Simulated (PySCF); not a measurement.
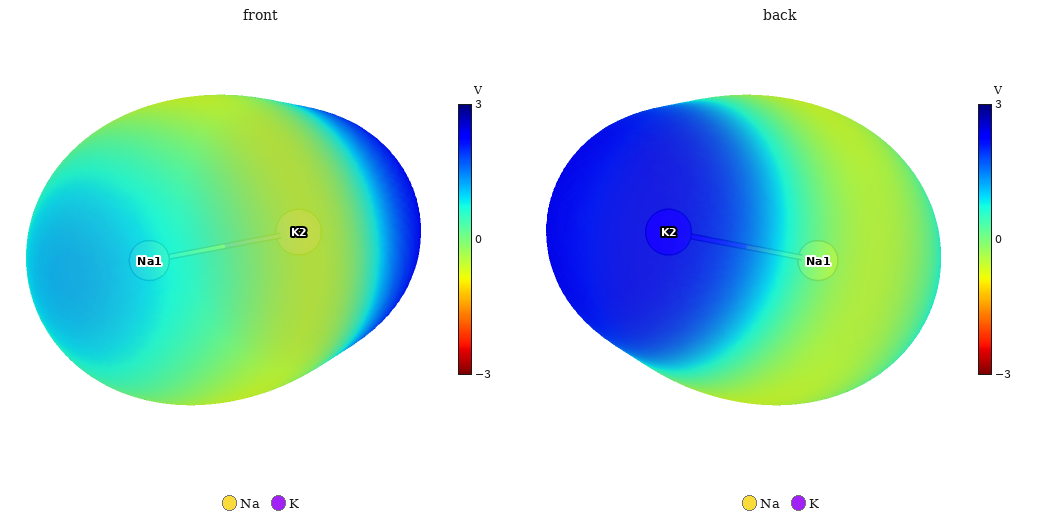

KNa (SMILES [Na][K]). The molecular electrostatic potential painted on the density surface at 0.001 e/bohr³, seen from the front and from behind; red is negative and blue positive.

Geometry: PBE0-D3(BJ)/def2-TZVP.

All numbers below come from PBE0/pcSseg-2, SCF density, gas phase, non-relativistic (PySCF 2.14.0).

```tsv
atom	x (Å)	y (Å)	z (Å)
Na	1.7845	-0.0433	0.0057
K	-1.7678	0.0137	-0.0183
```

Where is the surface potential most negative and most positive?

The most negative region (about −0.6 V) lies over Na1, the most positive (about +2.2 V) over K2.

How polar is the molecule by this calculation?

Its dipole moment is 3.03 D.
